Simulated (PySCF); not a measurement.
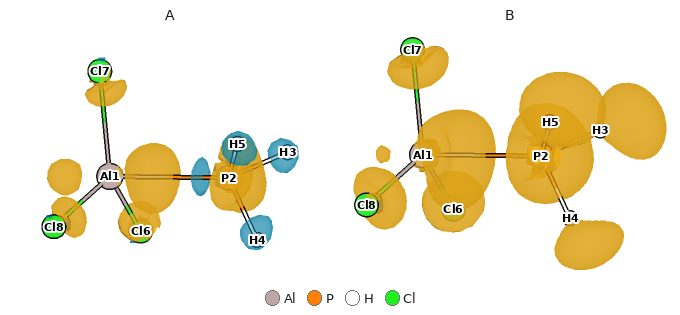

*Al(PH3)Cl3 (AlCl3H3P). The Fukui function f⁺ from two separate SCF calculations and the density of the LUMO, at ±0.01 e/Å³ (yellow positive, teal negative).*

Method: BLYP/6-31+G*; geometry: GFN2-xTB; program: PySCF. No frequency check shows the geometry to be a minimum. GFN2-xTB bond lengths at metals and heavier atoms can be off by up to 0.1 Å and shapes distorted, which carries into these values.

Which panel is which, and how good is the frozen-orbital picture?

A is f⁺ (it has negative regions), B the LUMO density. The LUMO lies on P2 (37 %), Al1 (14 %) and H3, H4 and H5 (10 % each); f⁺ (Hirshfeld-condensed) is largest on P2 (0.33); the vertical electron affinity is −0.24 eV (the stability of the anion's solution wasn't checked; negative: at this level and geometry the extra electron isn't bound, and the finite basis holds it). Relaxation shifts 11 % of the electron between atoms. The orbital energy is −1.32 eV.
